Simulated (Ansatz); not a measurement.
SiC, alloy series

The parent structure is SiC in the zinc blende structure (space group F-43m, No. 216; a = 4.380 Å).

The other end (x = 1) is AlC in the zinc blende structure (space group F-43m, No. 216; a hypothetical phase, not in the database extracts checked): 12.62 Å³/atom, gap zero; this end may not be an ambient phase.

Al replaces a fraction x of Si; each row is one arrangement (x, atoms in the cell, starting space group or random), fully relaxed.

Level of theory: PBE, PAW, 420 eV (Ansatz, an electronic-structure program; scalar-relativistic without spin-orbit coupling).

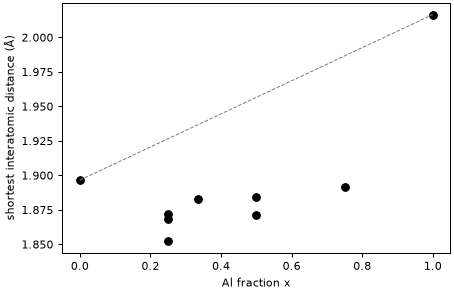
Figure: Shortest interatomic distance against Al fraction x; the dashed line joins the ends

Problem. From the plot, what is the shortest interatomic distance for x(Al) = 0.333, 6 atoms, Imm2?

Solution. About 1.88 Å.

These are small ordered cells, not random alloys; other orderings at the same x differ. Stability against distortions was not tested. All final runs are without spin polarisation. An odd electron count without spin: AlSi3C4, AlC, AlSi2C3, AlSiC2 and Al3SiC4.
